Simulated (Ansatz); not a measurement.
SiH$_{4}$O$_{2}$F (charge +1): geometry relaxation

- system: SiH$_{4}$O$_{2}$F, charge +1
- method: RKS PBE-D4/def2-SVP (Ansatz 0.2.0)

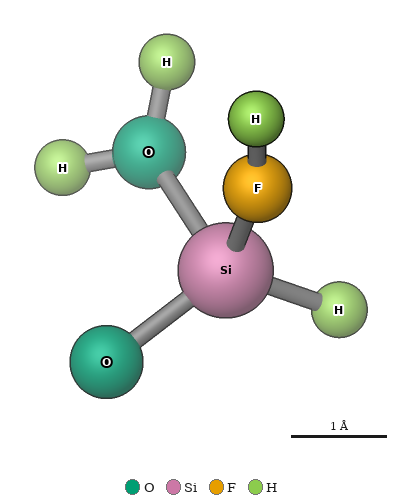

Fig. 1: The input geometry (ball-and-stick view, seen at a tilt).

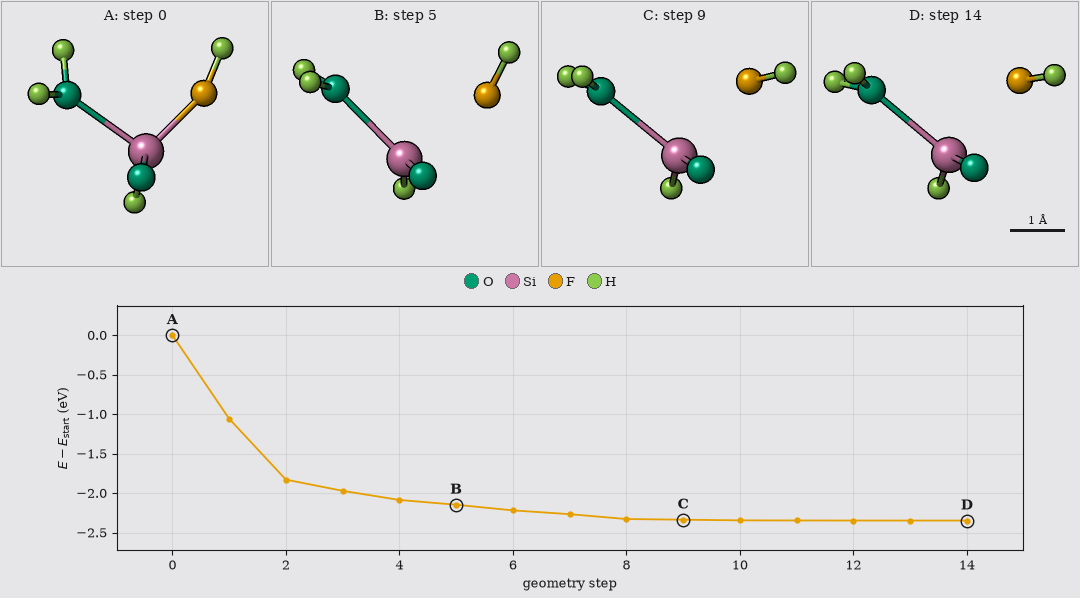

Fig. 2: Frames of the relaxation (ball-and-stick view, seen at a tilt) above the curves, on which the letters mark them (the first geometry is step 0 here and step 1 in the log).

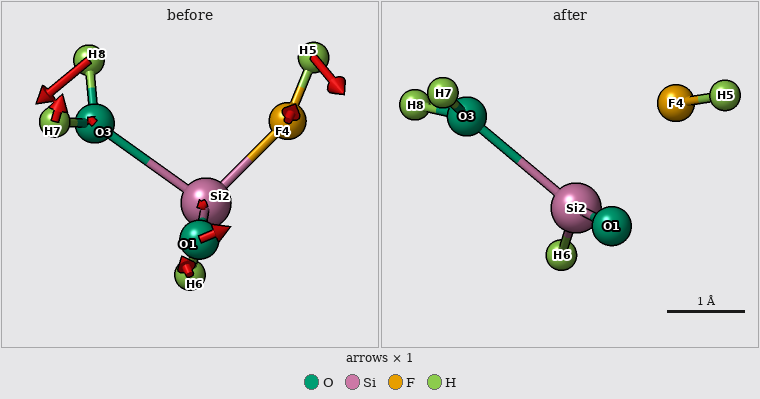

Fig. 3: Before (left) and after (right) the relaxation, at one scale (ball-and-stick view, seen at a tilt). The red arrows give the displacements, at true length. Over 14 geometry steps the energy falls by 2.348 eV. Largest force component: 9.2 eV/Å at the start, 0.009 eV/Å at the end. The largest move after the best rigid fit is that of H8, 0.94 Å. By element the largest moves are H 0.94 Å, O 0.46 Å, F 0.35 Å, Si 0.15 Å. Among the contacts that change: Si2–F4 1.558 → 2.001 Å, Si2–O3 1.797 → 1.871 Å, O1–Si2 1.585 → 1.533 Å, F4–H5 0.910 → 0.960 Å. Among the angles that change: O1–Si2–H6 120.4° → 145.0°, O1–Si2–O3 95.7° → 109.3°, O3–Si2–H6 106.5° → 99.8°. (Atoms are counted from 1 in the order of the input.)

These pictures come from the run below.

## Input file
```yaml
crystal:
  periodic: [false, false, false]
  atoms:
    - {symbol: O, position_ang: [0.012903, -1.213428, -0.852332]}
    - {symbol: Si, position_ang: [-0.106030, 0.336926, -0.545594]}
    - {symbol: O, position_ang: [0.022137, 0.174901, 1.239509]}
    - {symbol: F, position_ang: [1.147719, 1.221920, -0.815589]}
    - {symbol: H, position_ang: [1.926368, 1.654307, -0.628918]}
    - {symbol: H, position_ang: [-1.351463, 1.047332, -0.809298]}
    - {symbol: H, position_ang: [0.076564, -0.715787, 1.625582]}
    - {symbol: H, position_ang: [0.462936, 0.835902, 1.798113]}
basis:
  gaussian: {orbitals: def2-SVP}
total_charge: 1
hamiltonian: {xc: pbe, dispersion: d4}
relax: {f_tol: 0.03, max_steps: 250}
```

Run as:
```bash
ansatz run in.yaml --threads 2 --pin off --events-out ev --progress --plain --max-ram 4352MiB
```

## Log
```
Functional definition: PBE
  name "PBE"
  cite "Perdew, Burke & Ernzerhof, Phys. Rev. Lett. 77, 3865 (1996) doi:10.1103/PhysRevLett.77.3865"
  parent pbe
  parameter kappa = 0.804
  parameter beta = 0.06672455060314922
  exchange = pbe_x(kappa = kappa, mu = beta*pi^2/3)
  correlation = pbe_c(beta = beta)
862 factors; their error is unknown
mean field evaluation 1: about -14701.6388 eV, gradient 1.2e2 eV
mean field evaluation 2: about -14447.6099 eV, gradient 2.2e2 eV
mean field evaluation 4: about -14721.1246 eV, gradient 4.0e1 eV
mean field evaluation 8: about -14725.4852 eV, gradient 6.6e-1 eV
mean field evaluation 16: about -14725.4366 eV, gradient 3.5e-5 eV
mean field -14725.43655710 eV, -541.1498122139 hartree, gradient 3.5e-5 eV, S^2 0.000000; 0 other end points of the search recorded, 0 dependent functions left out
the calculation of the forces begins
reference -14725.43658591 eV, -541.1498132729 hartree; 21, 21 occupied and 59, 59 virtual orbitals, 862 factors
relax step   1: F+E_penalty+E_count = -14725.54418541 eV  Δ(F+E_penalty+E_count) = +0.000e0 eV  max|allowed force component| = 9.191e0 eV/Å  Δτ_max = 0.0000 Å  (26 SCF iters, accepted)
these checks for a lower state are left out or cut short: starts, cluster_reference, orbital_swaps, neighbouring_geometries, increment
862 factors; their error is unknown
mean field -14726.49579391 eV, -541.1887384488 hartree, gradient 1.2e-5 eV, S^2 0.000000; 0 other end points of the search recorded, 0 dependent functions left out
[... from here on the field's lines of each further geometry are left out, up to the last ...]
relax step   2: F+E_penalty+E_count = -14726.60232245 eV  Δ(F+E_penalty+E_count) = -1.058e0 eV  max|allowed force component| = 5.530e0 eV/Å  Δτ_max = 0.1435 Å  (28 SCF iters, accepted)
relax step   3: F+E_penalty+E_count = -14727.37379089 eV  Δ(F+E_penalty+E_count) = -7.715e-1 eV  max|allowed force component| = 2.006e0 eV/Å  Δτ_max = 0.1920 Å  (33 SCF iters, accepted)
relax step   4: F+E_penalty+E_count = -14727.51544368 eV  Δ(F+E_penalty+E_count) = -1.417e-1 eV  max|allowed force component| = 8.671e-1 eV/Å  Δτ_max = 0.2000 Å  (28 SCF iters, accepted)
relax step   5: F+E_penalty+E_count = -14727.63116645 eV  Δ(F+E_penalty+E_count) = -1.157e-1 eV  max|allowed force component| = 7.844e-1 eV/Å  Δτ_max = 0.1778 Å  (34 SCF iters, accepted)
relax step   6: F+E_penalty+E_count = -14727.69169814 eV  Δ(F+E_penalty+E_count) = -6.053e-2 eV  max|allowed force component| = 1.455e0 eV/Å  Δτ_max = 0.1752 Å  (33 SCF iters, accepted)
relax step   7: F+E_penalty+E_count = -14727.76306081 eV  Δ(F+E_penalty+E_count) = -7.136e-2 eV  max|allowed force component| = 1.344e0 eV/Å  Δτ_max = 0.1207 Å  (29 SCF iters, accepted)
relax step   8: F+E_penalty+E_count = -14727.81108398 eV  Δ(F+E_penalty+E_count) = -4.802e-2 eV  max|allowed force component| = 1.378e0 eV/Å  Δτ_max = 0.1116 Å  (29 SCF iters, accepted)
relax step   9: F+E_penalty+E_count = -14727.87274879 eV  Δ(F+E_penalty+E_count) = -6.166e-2 eV  max|allowed force component| = 4.022e-1 eV/Å  Δτ_max = 0.2000 Å  (33 SCF iters, accepted)
relax step  10: F+E_penalty+E_count = -14727.88100748 eV  Δ(F+E_penalty+E_count) = -8.259e-3 eV  max|allowed force component| = 2.291e-1 eV/Å  Δτ_max = 0.0627 Å  (27 SCF iters, accepted)
relax step  11: F+E_penalty+E_count = -14727.88938881 eV  Δ(F+E_penalty+E_count) = -8.381e-3 eV  max|allowed force component| = 1.085e-1 eV/Å  Δτ_max = 0.0490 Å  (26 SCF iters, accepted)
relax step  12: F+E_penalty+E_count = -14727.89084491 eV  Δ(F+E_penalty+E_count) = -1.456e-3 eV  max|allowed force component| = 3.550e-2 eV/Å  Δτ_max = 0.0281 Å  (27 SCF iters, accepted)
relax step  13: F+E_penalty+E_count = -14727.89169305 eV  Δ(F+E_penalty+E_count) = -8.481e-4 eV  max|allowed force component| = 4.320e-2 eV/Å  Δτ_max = 0.0336 Å  (28 SCF iters, accepted)
relax step  14: F+E_penalty+E_count = -14727.89193283 eV  Δ(F+E_penalty+E_count) = -2.398e-4 eV  max|allowed force component| = 3.655e-2 eV/Å  Δτ_max = 0.0193 Å  (27 SCF iters, accepted)
the calculation of the forces begins
reference -14727.78542552 eV, -541.2361315364 hartree; 21, 21 occupied and 59, 59 virtual orbitals, 862 factors
relax step  15: F+E_penalty+E_count = -14727.89196830 eV  Δ(F+E_penalty+E_count) = -3.547e-5 eV  max|allowed force component| = 9.035e-3 eV/Å  Δτ_max = 0.0059 Å  (28 SCF iters, accepted)
862 factors; their error is unknown
mean field evaluation 128: about -14727.8333 eV, gradient 7.7e-1 eV
mean field -14727.78539657 eV, -541.2361304724 hartree, gradient 7.5e-6 eV, S^2 0.000000; 1 other end points of the search recorded, 0 dependent functions left out
the calculation of the forces begins
reference -14727.78542552 eV, -541.2361315364 hartree; 21, 21 occupied and 59, 59 virtual orbitals, 862 factors
Total energy: -14727.89199725 eV, -541.2400479753 hartree
Atom 0 at     0.359502    -1.035867    -1.100264 Å, force    -0.002798    -0.004784     0.001705 eV/Å
Atom 1 at    -0.208096     0.244226    -0.475346 Å, force     0.004464     0.005942    -0.009035 eV/Å
Atom 2 at     0.041103     0.192317     1.378473 Å, force    -0.003581     0.004345     0.007913 eV/Å
Atom 3 at     1.297356     1.530339    -0.765256 Å, force     0.003290    -0.000601     0.000497 eV/Å
Atom 4 at     1.950496     1.068702    -1.297078 Å, force     0.000988     0.001961    -0.000296 eV/Å
Atom 5 at    -1.279454     1.262928    -0.557353 Å, force    -0.003949    -0.003877     0.004202 eV/Å
Atom 6 at     0.456123    -0.623903     1.747615 Å, force    -0.000427    -0.000468    -0.002004 eV/Å
Atom 7 at    -0.425896     0.703331     2.080682 Å, force     0.002012    -0.002517    -0.002982 eV/Å
Dipole moment:    -0.024436     0.564068     0.978886 e Å
```

## Trajectory as extended XYZ (Å, eV, eV/Å), 15 frames, from step=1 to step=15
```
8
Properties=species:S:1:pos:R:3:forces:R:3 step=1 energy=-14725.54419
O     0.0129   -1.2134   -0.8523    0.3251   2.1270  -0.1351
Si   -0.1060    0.3369   -0.5456   -7.2170  -9.1907  -0.3213
O     0.0221    0.1749    1.2395    0.1710   1.6718   0.9097
F     1.1477    1.2219   -0.8156    3.5504   3.3983  -1.9394
H     1.9264    1.6543   -0.6289    2.9820   1.5741   0.5084
H    -1.3515    1.0473   -0.8093    0.0992   1.0767   0.0615
H     0.0766   -0.7158    1.6256    0.0544  -0.9247  -0.0658
H     0.4629    0.8359    1.7981    0.0349   0.2675   0.9821
8
Properties=species:S:1:pos:R:3:forces:R:3 step=2 energy=-14726.60232
O     0.0198   -1.2516   -0.9375    0.2581   1.4501   0.1758
Si   -0.1328    0.2567   -0.5530   -4.7338  -5.5304  -0.2315
O     0.0202    0.1791    1.2746    0.4140   0.9807   0.8276
F     1.1603    1.2231   -0.8594    3.1934   2.8088  -0.9846
H     1.9785    1.6833   -0.6898    0.6981   0.2773   0.0361
H    -1.3282    1.1066   -0.7660    0.3980   0.5115   0.0823
H     0.1117   -0.7277    1.6497    0.0482  -0.2012  -0.0997
H     0.3616    0.8727    1.8929   -0.2761  -0.2968   0.1940
8
Properties=species:S:1:pos:R:3:forces:R:3 step=3 energy=-14727.37379
O     0.0285   -1.3001   -0.9790    0.2140  -0.2513  -0.0666
Si   -0.2039    0.1479   -0.5557   -2.0059  -0.5424   0.2816
O     0.0365    0.1707    1.3131    0.3168   0.4663   0.5753
F     1.1795    1.2565   -0.9204    1.4749   1.3041  -0.3340
H     2.0171    1.7166   -0.7804   -0.1315  -0.2743  -0.0481
H    -1.2487    1.2147   -0.7398    0.3774  -0.2412   0.0692
H     0.1770   -0.7435    1.6697    0.0262   0.1883   0.0146
H     0.2051    0.8793    2.0039   -0.2719  -0.6495  -0.4921
8
Properties=species:S:1:pos:R:3:forces:R:3 step=4 energy=-14727.51544
O     0.0855   -1.2565   -0.9621    0.0031   0.0928   0.1694
Si   -0.2351    0.1702   -0.4979   -0.8671  -0.5122  -0.0425
O    -0.0010    0.1299    1.4047    0.0668   0.0375  -0.5562
F     1.1963    1.3197   -1.0299    0.7716   0.8460  -0.0853
H     2.0837    1.6838   -0.9440   -0.1920  -0.3157  -0.0052
H    -1.2234    1.2712   -0.7806    0.3018  -0.2911   0.3518
H     0.2314   -0.7856    1.7069   -0.0135   0.2414   0.0588
H     0.0537    0.8093    2.1143   -0.0706  -0.0988   0.1093
8
Properties=species:S:1:pos:R:3:forces:R:3 step=5 energy=-14727.63117
O     0.0944   -1.2624   -0.9719   -0.0246   0.0545   0.0385
Si   -0.2881    0.1469   -0.5065   -0.1326   0.0717   0.2040
O     0.0001    0.1435    1.3769    0.1451   0.0878   0.0111
F     1.2491    1.3880   -1.0642    0.6196   0.4990   0.1541
H     2.1926    1.5984   -0.9697   -0.7844  -0.4254  -0.0766
H    -1.2802    1.2632   -0.6420    0.2908  -0.2142   0.0067
H     0.3471   -0.7433    1.6746   -0.1759   0.4849   0.0826
H    -0.1240    0.8076    2.1142    0.0619  -0.5583  -0.4203
8
Properties=species:S:1:pos:R:3:forces:R:3 step=6 energy=-14727.69170
O     0.1598   -1.2150   -1.0171   -0.1398  -0.0130   0.2025
Si   -0.2849    0.1393   -0.4513    0.2746  -0.1078  -1.0908
O     0.1141    0.1714    1.3275   -0.0245  -0.0972   1.4547
F     1.1579    1.4805   -1.0279    0.7055   0.2025   0.2849
H     2.1226    1.4381   -0.9604   -0.6837  -0.1711  -0.1650
H    -1.2168    1.2626   -0.6387   -0.2472   0.0363   0.1426
H     0.3017   -0.7319    1.7189    0.0119   0.4438  -0.3064
H    -0.1633    0.7970    2.0604    0.1032  -0.2936  -0.5226
8
Properties=species:S:1:pos:R:3:forces:R:3 step=7 energy=-14727.76306
O     0.1610   -1.2085   -1.0162   -0.0029   0.0755   0.1068
Si   -0.2661    0.1609   -0.4733    0.1523  -0.0042  -0.5102
O     0.0980    0.1798    1.3465   -0.0881   0.0013   0.9454
F     1.1885    1.5307   -0.9712    1.2118  -0.1466   0.1145
H     2.1567    1.3689   -1.0532   -1.3436   0.0391   0.0093
H    -1.2550    1.2515   -0.6161   -0.0535  -0.0075   0.0746
H     0.3588   -0.7109    1.7164   -0.0734   0.3980  -0.2069
H    -0.2508    0.7697    2.0786    0.1975  -0.3557  -0.5334
8
Properties=species:S:1:pos:R:3:forces:R:3 step=8 energy=-14727.81108
O     0.1961   -1.1857   -1.0328    0.0535  -0.0623   0.0028
Si   -0.2562    0.1716   -0.4889    0.0431   0.2501  -0.1328
O     0.0925    0.1928    1.3514   -0.1648   0.1184   0.5476
F     1.1987    1.5342   -0.8675    1.3064  -0.2665  -0.2518
H     2.1223    1.2965   -1.1308   -1.3783   0.1873   0.3000
H    -1.2603    1.2570   -0.6093   -0.0199  -0.0882   0.0377
H     0.3937   -0.6815    1.7100   -0.0362   0.1634  -0.0540
H    -0.2956    0.7571    2.0796    0.1961  -0.3023  -0.4496
8
Properties=species:S:1:pos:R:3:forces:R:3 step=9 energy=-14727.87275
O     0.3254   -1.1081   -1.0492   -0.1675   0.4022   0.0885
Si   -0.2299    0.2133   -0.4842    0.2554  -0.3393  -0.1309
O     0.0110    0.1457    1.3745   -0.0436   0.1846   0.0345
F     1.2620    1.5678   -0.8098   -0.0499  -0.0763   0.0775
H     2.0162    1.1871   -1.2603   -0.0394  -0.0419  -0.0187
H    -1.2761    1.2614   -0.5951    0.0394  -0.0737   0.0311
H     0.3698   -0.6921    1.7544    0.0091   0.0144  -0.0545
H    -0.2871    0.7668    2.0813   -0.0035  -0.0699  -0.0274
8
Properties=species:S:1:pos:R:3:forces:R:3 step=10 energy=-14727.88101
O     0.3194   -1.0984   -1.0630    0.0919   0.0097  -0.0703
Si   -0.2057    0.2200   -0.4873   -0.1181   0.0520   0.1186
O     0.0251    0.1644    1.3737    0.0654  -0.0413  -0.0759
F     1.2673    1.5591   -0.7640   -0.1465  -0.0105   0.1221
H     1.9636    1.1569   -1.2761    0.2291  -0.0871  -0.1473
H    -1.2510    1.2607   -0.6033   -0.0458  -0.0184   0.0282
H     0.3961   -0.6705    1.7493   -0.0095   0.0281  -0.0443
H    -0.3236    0.7500    2.0821   -0.0665   0.0675   0.0689
8
Properties=species:S:1:pos:R:3:forces:R:3 step=11 energy=-14727.88939
O     0.3404   -1.0628   -1.0892    0.0489  -0.0855  -0.0565
Si   -0.2177    0.2290   -0.4861   -0.0420   0.0841   0.0796
O     0.0236    0.1783    1.3698    0.0235  -0.0079   0.0116
F     1.2824    1.5315   -0.7443    0.1085  -0.0441  -0.0843
H     1.9683    1.1151   -1.2756   -0.0977   0.0402   0.0711
H    -1.2844    1.2496   -0.5836   -0.0146   0.0102   0.0037
H     0.4291   -0.6441    1.7361   -0.0111   0.0210   0.0003
H    -0.3506    0.7454    2.0844   -0.0156  -0.0180  -0.0255
8
Properties=species:S:1:pos:R:3:forces:R:3 step=12 energy=-14727.89084
O     0.3506   -1.0513   -1.0957   -0.0050   0.0077   0.0053
Si   -0.2141    0.2349   -0.4810   -0.0038  -0.0159  -0.0056
O     0.0264    0.1833    1.3729    0.0108   0.0103   0.0234
F     1.2917    1.5274   -0.7488    0.0166   0.0246  -0.0125
H     1.9614    1.0991   -1.2872   -0.0151  -0.0121   0.0089
H    -1.2859    1.2515   -0.5728   -0.0010   0.0102   0.0006
H     0.4371   -0.6365    1.7381    0.0009   0.0000   0.0154
H    -0.3760    0.7336    2.0860   -0.0034  -0.0248  -0.0355
8
Properties=species:S:1:pos:R:3:forces:R:3 step=13 energy=-14727.89169
O     0.3572   -1.0399   -1.1002   -0.0115   0.0173   0.0175
Si   -0.2112    0.2410   -0.4766    0.0077  -0.0173  -0.0361
O     0.0326    0.1876    1.3760   -0.0103   0.0289   0.0432
F     1.2972    1.5290   -0.7575    0.0003   0.0091  -0.0015
H     1.9546    1.0784   -1.2932   -0.0064  -0.0045   0.0032
H    -1.2846    1.2570   -0.5645    0.0046   0.0022   0.0066
H     0.4505   -0.6281    1.7427   -0.0009  -0.0021   0.0103
H    -0.4053    0.7170    2.0849    0.0166  -0.0335  -0.0432
8
Properties=species:S:1:pos:R:3:forces:R:3 step=14 energy=-14727.89193
O     0.3592   -1.0364   -1.1001    0.0011   0.0008   0.0009
Si   -0.2077    0.2444   -0.4757   -0.0068  -0.0010  -0.0125
O     0.0381    0.1912    1.3773   -0.0068   0.0163   0.0366
F     1.3000    1.5304   -0.7630   -0.0114   0.0015   0.0043
H     1.9516    1.0704   -1.2977    0.0069  -0.0027  -0.0038
H    -1.2825    1.2595   -0.5566    0.0043   0.0037  -0.0021
H     0.4541   -0.6248    1.7458   -0.0006   0.0001   0.0019
H    -0.4216    0.7072    2.0815    0.0133  -0.0187  -0.0253
8
Properties=species:S:1:pos:R:3:forces:R:3 step=15 energy=-14727.89197
O     0.3595   -1.0359   -1.1003   -0.0028  -0.0048   0.0017
Si   -0.2081    0.2442   -0.4753    0.0045   0.0059  -0.0090
O     0.0411    0.1923    1.3785   -0.0036   0.0043   0.0079
F     1.2974    1.5303   -0.7653    0.0033  -0.0006   0.0005
H     1.9505    1.0687   -1.2971    0.0010   0.0020  -0.0003
H    -1.2795    1.2629   -0.5574   -0.0039  -0.0039   0.0042
H     0.4561   -0.6239    1.7476   -0.0004  -0.0005  -0.0020
H    -0.4259    0.7033    2.0807    0.0020  -0.0025  -0.0030
```

## Results in brief

```json
{"quantity": "outcome", "value": "converged"}
{"quantity": "total energy", "value": "−14727.8920 eV"}
{"quantity": "mean-field energy", "value": "−14727.7854 eV"}
{"quantity": "dispersion energy", "value": "−0.1066 eV"}
{"quantity": "SCF solution under orbital rotations", "value": "stable"}
{"quantity": "largest force (length of the vector) at the end", "value": "0.012 eV/Å"}
{"quantity": "hardware", "value": "2 threads of Intel Xeon @ 3.00GHz, 11 GiB of memory available, shared host"}
{"quantity": "wall time", "value": "17 s (CPU time 30 s)"}
{"quantity": "peak memory", "value": "0.16 GiB"}
```
